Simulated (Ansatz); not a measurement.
C11b WSi2, treated with PBEsol+SOC (plane waves, PAW; Ansatz, a quantum-chemistry and plane-wave program).

Numerical settings: plane-wave cutoff 520 eV, 24×24×24 k mesh, Fermi–Dirac smearing 0.05 eV, PAW data made under PBE.

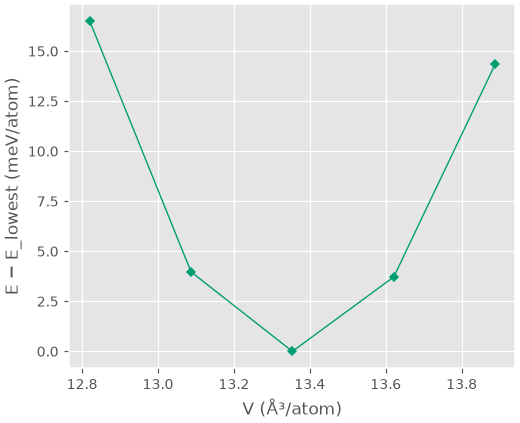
Total energy against volume

From the curve, estimate the equilibrium volume and the bulk modulus.

V0 ≈ 13.4 Å³/atom and B0 ≈ 230 GPa; the fit gives V0 = 13.354 Å³/atom, B0 = 230 GPa, B′ = 4.4.

Shape and atoms are relaxed at each volume.

Note: the bulk modulus comes from volumes at which shape and atoms were relaxed.

It cost very roughly 90 core-minutes of CPU time.
